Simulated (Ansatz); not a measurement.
**CH7FN2Si (SMILES CN[SiH](N)F) at 5 levels**

Wanted: a comparison of 5 runs (HF/STO-3G, HF/3-21G, HF/def2-SVP, B3LYP/6-31G*, CCSD/pcseg-1) of CH7FN2Si. 

The calculation is run with Ansatz 0.2.0.

5 further runs of the same task are left out: 2 for a known fault of the program, 3 set aside as unsound or not needed.

## (1) The molecule

CH7FN2Si has 12 atoms, charge 0, and is taken as a singlet. SMILES: `CN[SiH](N)F`. The shape is that of a PBE0-D4/def2-TZVP optimisation. This is one conformer, not always the lowest.

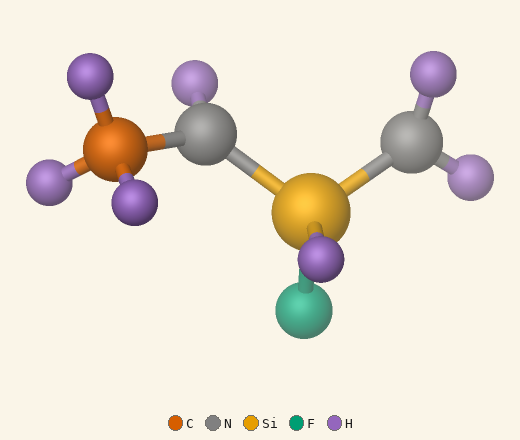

The structure, seen from a chosen angle (carbon orange, nitrogen grey, silicon amber, fluorine teal, hydrogen purple).

## (2) Energy and forces at HF/STO-3G (run 1)

The input, run.yaml:

```yaml
crystal:
  periodic: [false, false, false]
  atoms:
    - {symbol: C, position_ang: [-1.430400, 1.177200, 0.532100]}
    - {symbol: "N", position_ang: [-0.091000, 0.691400, 0.282100]}
    - {symbol: Si, position_ang: [0.310200, -0.719100, -0.562400]}
    - {symbol: N, position_ang: [1.879200, -1.180900, -0.098300]}
    - {symbol: F, position_ang: [0.415400, -0.589200, -2.158800]}
    - {symbol: H, position_ang: [-1.539700, 1.534700, 1.560600]}
    - {symbol: H, position_ang: [-2.144700, 0.362300, 0.394500]}
    - {symbol: H, position_ang: [-1.722800, 1.987900, -0.144800]}
    - {symbol: H, position_ang: [0.632600, 1.378300, 0.426400]}
    - {symbol: H, position_ang: [-0.815000, -1.661300, -0.348100]}
    - {symbol: H, position_ang: [2.459600, -1.721600, -0.717100]}
    - {symbol: H, position_ang: [2.123500, -1.315000, 0.867800]}
basis:
  gaussian:
    orbitals: STO-3G
hamiltonian:
  xc: hf
accuracy: high
output: {forces: true, orbitals: {seedname: orbitals}}
```

Started as:

```
$ ansatz run run.yaml --threads 1 --pin off --max-ram 2610MiB --events-out events.jsonl --progress --plain --runs-dir runs
```

What it wrote (excerpt; [...] marks lines left out):

```text
Warning: RAYON_NUM_THREADS=1 ignored (pool sized by the plan → 1); use --threads N
Functional definition: HF
  name "HF"
[...]
763 factors; integrals over basis functions are off by at most 3.7e-9 eV
[...]
mean field -14494.25457983 eV, -532.6540312503 hartree, gradient 1.4e-8 eV, S^2 0.000000; 0 other end points of the search recorded, 0 dependent functions left out
[...]
reference -14494.25457983 eV, -532.6540312503 hartree; 25, 25 occupied and 11, 11 virtual orbitals, 763 factors
Total energy: -14494.25457983 eV, -532.6540312503 hartree
Atom 0 at    -1.430400     1.177200     0.532100 Å, force    -0.540328     0.152602     0.108471 eV/Å
Atom 1 at    -0.091000     0.691400     0.282100 Å, force     0.516512    -0.453990    -0.191697 eV/Å
Atom 2 at     0.310200    -0.719100    -0.562400 Å, force    -1.369031    -1.418021    -0.199497 eV/Å
Atom 3 at     1.879200    -1.180900    -0.098300 Å, force    -0.409891     0.382846     0.017330 eV/Å
Atom 4 at     0.415400    -0.589200    -2.158800 Å, force    -0.003411     0.320769    -0.115803 eV/Å
Atom 5 at    -1.539700     1.534700     1.560600 Å, force    -0.043138     0.072361    -0.106111 eV/Å
Atom 6 at    -2.144700     0.362300     0.394500 Å, force     0.041210     0.110867     0.022731 eV/Å
Atom 7 at    -1.722800     1.987900    -0.144800 Å, force    -0.054646     0.003298     0.100214 eV/Å
Atom 8 at     0.632600     1.378300     0.426400 Å, force     0.134080     0.469883     0.126357 eV/Å
Atom 9 at    -0.815000    -1.661300    -0.348100 Å, force     1.282504     0.832027     0.010878 eV/Å
Atom 10 at     2.459600    -1.721600    -0.717100 Å, force     0.251799    -0.296612    -0.145050 eV/Å
Atom 11 at     2.123500    -1.315000     0.867800 Å, force     0.194341    -0.176029     0.372177 eV/Å
Dipole moment:     0.031723    -0.077848     0.232752 e Å
```

Wall time 5.1 s (1 thread of Intel Xeon at 2.50GHz (Skylake/Cascade Lake), shared host).

## (3) Energy and forces at HF/3-21G (run 2)

The input, molecule.yaml:

```yaml
crystal:
  periodic: [false, false, false]
  atoms:
    - symbol: C
      position_ang: [-1.430400, 1.177200, 0.532100]
    - symbol: N
      position_ang: [-0.091000, 0.691400, 0.282100]
    - symbol: Si
      position_ang: [0.310200, -0.719100, -0.562400]
    - symbol: N
      position_ang: [1.879200, -1.180900, -0.098300]
    - symbol: F
      position_ang: [0.415400, -0.589200, -2.158800]
    - symbol: H
      position_ang: [-1.539700, 1.534700, 1.560600]
    - symbol: H
      position_ang: [-2.144700, 0.362300, 0.394500]
    - symbol: H
      position_ang: [-1.722800, 1.987900, -0.144800]
    - symbol: H
      position_ang: [0.632600, 1.378300, 0.426400]
    - symbol: H
      position_ang: [-0.815000, -1.661300, -0.348100]
    - symbol: H
      position_ang: [2.459600, -1.721600, -0.717100]
    - symbol: H
      position_ang: [2.123500, -1.315000, 0.867800]
basis:
  gaussian:
    orbitals: 3-21G.json
accuracy: high
output:
  forces: true
  orbitals: {seedname: orbitals}
hamiltonian:
  xc: hf
```

The basis set 3-21G is read from a file made from the Basis Set Exchange's data (not shown).

Started as:

```
$ ansatz run molecule.yaml --threads 1 --pin off --max-ram 2610MiB --events-out events.jsonl --progress --plain --runs-dir runs
```

What it wrote (excerpt; [...] marks lines left out):

```text
Warning: RAYON_NUM_THREADS=1 ignored (pool sized by the plan → 1); use --threads N
Functional definition: HF
  name "HF"
[...]
1536 factors; integrals over basis functions are off by at most 3.4e-8 eV
[...]
mean field -14597.31907055 eV, -536.4415814246 hartree, gradient 4.4e-8 eV, S^2 0.000000; 0 other end points of the search recorded, 0 dependent functions left out
[...]
reference -14597.31907055 eV, -536.4415814246 hartree; 25, 25 occupied and 38, 38 virtual orbitals, 1536 factors
Total energy: -14597.31907055 eV, -536.4415814246 hartree
Atom 0 at    -1.430400     1.177200     0.532100 Å, force    -0.953623     0.314419     0.320333 eV/Å
Atom 1 at    -0.091000     0.691400     0.282100 Å, force     0.521237     0.823680    -0.063326 eV/Å
Atom 2 at     0.310200    -0.719100    -0.562400 Å, force    -0.746949    -0.603804     0.467748 eV/Å
Atom 3 at     1.879200    -1.180900    -0.098300 Å, force     0.791424    -1.056622     0.431889 eV/Å
Atom 4 at     0.415400    -0.589200    -2.158800 Å, force     0.007326     0.251407    -1.104378 eV/Å
Atom 5 at    -1.539700     1.534700     1.560600 Å, force     0.032189    -0.085773    -0.324689 eV/Å
Atom 6 at    -2.144700     0.362300     0.394500 Å, force     0.191256     0.214714     0.037911 eV/Å
Atom 7 at    -1.722800     1.987900    -0.144800 Å, force     0.094460    -0.228618     0.204840 eV/Å
Atom 8 at     0.632600     1.378300     0.426400 Å, force    -0.191352    -0.229210     0.081361 eV/Å
Atom 9 at    -0.815000    -1.661300    -0.348100 Å, force     0.108286     0.071465     0.033096 eV/Å
Atom 10 at     2.459600    -1.721600    -0.717100 Å, force     0.057446     0.276321     0.114761 eV/Å
Atom 11 at     2.123500    -1.315000     0.867800 Å, force     0.088300     0.252020    -0.199547 eV/Å
Dipole moment:     0.078430    -0.000401     0.487805 e Å
```

Wall time 7.9 s (1 thread of Intel Xeon at 2.50GHz (Skylake/Cascade Lake), shared host).

Runs 3 to 4 aren't shown in full; the table further down has their settings and results.

## (4) Energy and gradient at CCSD/pcseg-1 (run 5)

The input, input.yaml:

```yaml
crystal:
  periodic: [false, false, false]
  atoms:
    - {symbol: C, position_ang: [-1.430400, 1.177200, 0.532100]}
    - {symbol: "N", position_ang: [-0.091000, 0.691400, 0.282100]}
    - {symbol: Si, position_ang: [0.310200, -0.719100, -0.562400]}
    - {symbol: N, position_ang: [1.879200, -1.180900, -0.098300]}
    - {symbol: F, position_ang: [0.415400, -0.589200, -2.158800]}
    - {symbol: H, position_ang: [-1.539700, 1.534700, 1.560600]}
    - {symbol: H, position_ang: [-2.144700, 0.362300, 0.394500]}
    - {symbol: H, position_ang: [-1.722800, 1.987900, -0.144800]}
    - {symbol: H, position_ang: [0.632600, 1.378300, 0.426400]}
    - {symbol: H, position_ang: [-0.815000, -1.661300, -0.348100]}
    - {symbol: H, position_ang: [2.459600, -1.721600, -0.717100]}
    - {symbol: H, position_ang: [2.123500, -1.315000, 0.867800]}
basis:
  gaussian:
    orbitals: pcseg-1.json
correlation:
  method: ccsd
output: {forces: true, orbitals: {seedname: orbitals}}
accuracy: high
```

The basis set pcseg-1 is read from a file made from the Basis Set Exchange's data (not shown).

Started as:

```
$ ansatz run input.yaml --threads 1 --pin off --max-ram 2610MiB --events-out events.jsonl --progress --plain --runs-dir runs
```

What it wrote (excerpt; [...] marks lines left out):

```text
Warning: RAYON_NUM_THREADS=1 ignored (pool sized by the plan → 1); use --threads N
Functional definition: HF
  name "HF"
[...]
2661 factors; integrals over basis functions are off by at most 1.4e-8 eV
[...]
mean field -14673.61686715 eV, -539.2454737330 hartree, gradient 9.2e-9 eV, S^2 0.000000; 0 other end points of the search recorded, 0 dependent functions left out
9 core orbitals not correlated: weight in the atoms' cores, before any rotation towards them, 1.000 or more for the frozen orbitals, at most 0.000 for the correlated occupied ones
reference -14673.61686715 eV, -539.2454737330 hartree; 16, 16 occupied and 84, 84 virtual orbitals, 2661 factors
second order -20.80142130 eV of doubles, -0.00000000 eV of singles
cycle   1  -21.33726026 eV  change   -5.4e-1 eV  update   9.3e-2
[...]
cycle  20  -21.92010941 eV  change  -2.2e-10 eV  update   2.3e-9
[...]
Total energy: -14695.53697656 eV, -540.0510228958 hartree
[...]
Atom 2 at     0.310200    -0.719100    -0.562400 Å, force    -0.448097    -0.485084     0.943277 eV/Å
Atom 3 at     1.879200    -1.180900    -0.098300 Å, force     0.113129     0.078896     0.012242 eV/Å
Atom 4 at     0.415400    -0.589200    -2.158800 Å, force     0.099496     0.097908    -1.275029 eV/Å
Atom 5 at    -1.539700     1.534700     1.560600 Å, force     0.019180     0.016314     0.066477 eV/Å
Atom 6 at    -2.144700     0.362300     0.394500 Å, force    -0.035038    -0.059959     0.001160 eV/Å
Atom 7 at    -1.722800     1.987900    -0.144800 Å, force     0.005663     0.043306    -0.051442 eV/Å
Atom 8 at     0.632600     1.378300     0.426400 Å, force     0.158707     0.161636     0.037269 eV/Å
Atom 9 at    -0.815000    -1.661300    -0.348100 Å, force     0.120645     0.108481    -0.030985 eV/Å
Atom 10 at     2.459600    -1.721600    -0.717100 Å, force     0.171007    -0.147503    -0.135254 eV/Å
Atom 11 at     2.123500    -1.315000     0.867800 Å, force     0.097405    -0.031615     0.229938 eV/Å
Dipole moment:     0.087648     0.053199     0.463396 e Å
```

Run time: 3.6 min. Hardware: 1 thread of Intel Xeon at 2.50GHz (Skylake/Cascade Lake), shared host; peak memory 1.4 GiB.

## (5) All runs side by side

```csv
run,level,frozen core orbitals,energy (Eh),dipole moment (D),HOMO energy (eV),LUMO energy (eV),wall time
1,HF/STO-3G,–,-532.654031,1.19,-7.89,13.39,5.1 s
2,HF/3-21G,–,-536.441581,2.37,-10.32,6.31,7.9 s
3,HF/def2-SVP,–,-539.052109,2.30,-10.57,4.87,21 s
4,B3LYP/6-31G* (spherical functions),–,-541.262779,2.11,-6.57,1.83,33 s
5,CCSD/pcseg-1,9,-540.051023,2.28,-10.66,4.34,3.6 min
```

## (6) Results

```
                                          quantity          value
                               run 5: total energy  -540.05102 Eh
         run 5: dipole moment (correlated density)         2.28 D
        run 5: HOMO energy (Hartree–Fock orbitals)      -10.66 eV
        run 5: LUMO energy (Hartree–Fock orbitals)        4.34 eV
      run 5: HOMO–LUMO gap (Hartree–Fock orbitals)       15.00 eV
run 5: correlation energy (9 core orbitals frozen)     -805.5 mEh
                              run 5: T1 diagnostic          0.010
                   run 5: largest force on an atom     1.283 eV/Å
```

**Reading.** The dipole moment (its size) runs from 1.19 D (HF/STO-3G) to 2.37 D (HF/3-21G). Over runs 1, 2, 3, 4 the HOMO–LUMO gap runs from 8.39 eV (B3LYP/6-31G*) to 21.28 eV (HF/STO-3G). The two ends differ in method and basis. In run 1 the basis is minimal, so the values are rough. All runs together took 4.7 min, the longest 3.6 min.
